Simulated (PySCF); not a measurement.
Br4H4HfO2 (trans-Hf(H2O)2Br4)

Input file:

```
{"job": {"kind": "uv", "xc": "B3LYP", "basis": "def2-SVPD", "ip": true, "nstates": 10}, "charge": 0, "multiplicity": 1}
Hf    -0.134154     0.038010    -0.029948
O     -0.424976    -0.322305     2.153122
H     -1.284278    -0.269124     2.594916
H      0.315776    -0.388317     2.773051
O      0.461450     0.199168    -2.186632
H      0.792033    -0.595702    -2.632343
H      0.882752     1.005806    -2.517077
Br     2.267358    -0.072832     0.890290
Br    -2.682933     0.134108     0.232802
Br     0.045071     2.572148    -0.381168
Br    -0.140050    -2.386459    -0.866124
```

Command:

```sh
OMP_NUM_THREADS=1 python probes_run.py task.json out
```

Geometry: PBE0-D3(BJ)/def2-SVP; core potentials replace the inner electrons of Hf.

Computed with PySCF 2.14.0, B3LYP/def2-SVPD, SCF density, gas phase, scalar-relativistic core potentials on the heavy atoms.

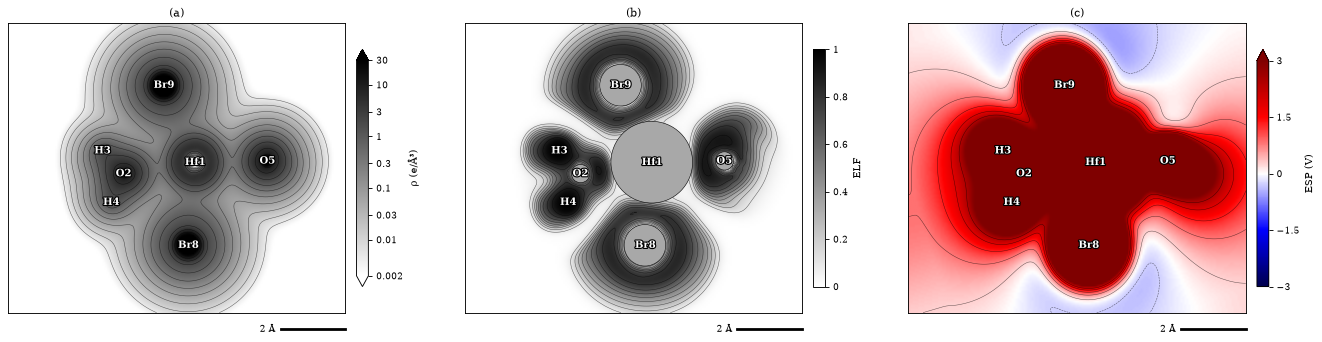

Figure 1. (a) electron density; (b) electron localisation function; (c) molecular electrostatic potential on the plane of atoms O5, Hf1 and Br9. Grey discs cover the atomic cores in the ELF map.

Read the bonding off the picture.

The plane passes through Hf, O, H and Br nuclei.
Hf–O (2.23 Å): ρ is about 0.41 e/Å³ halfway; the ELF is about 0.10 at the midpoint.
Hf–Br (2.56 Å): ρ is about 0.47 e/Å³ halfway; the ELF peaks at about 0.80 in the valence shell of Br, 1.0 Å from its nucleus, and is about 0.45 at the midpoint.
O–H (0.97 Å): ρ at the midpoint is about 3.8 e/Å³; the ELF climbs to about 1 towards the hydrogen, as it does in any bond to H: an ordinary covalent bond to hydrogen.
Outside the dense part of the molecule the potential is most negative (−0.6 V) near Br9.

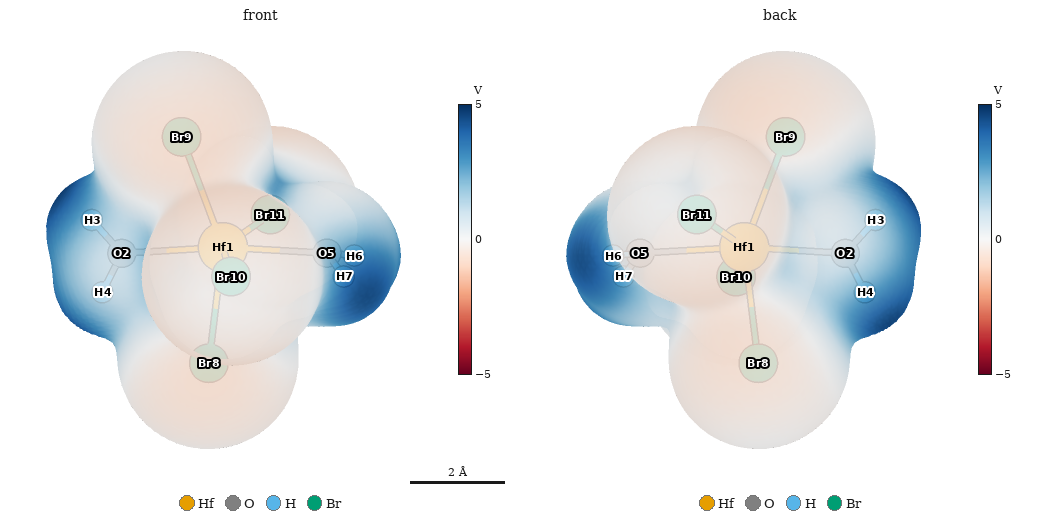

Figure 2. The electrostatic potential painted on the density surface at 0.004 e/bohr³, seen from the front and from behind; the colour scale runs from red (negative) to blue (positive).

Describe the electrostatic potential map.

The most negative region (about −0.7 V) lies over Br8, Br9, Br10 and Br11, the most positive (about +4.5 V) over H3, H4, H6 and H7.

What dipole moment does the calculation give?

Its dipole moment is 1.14 D.
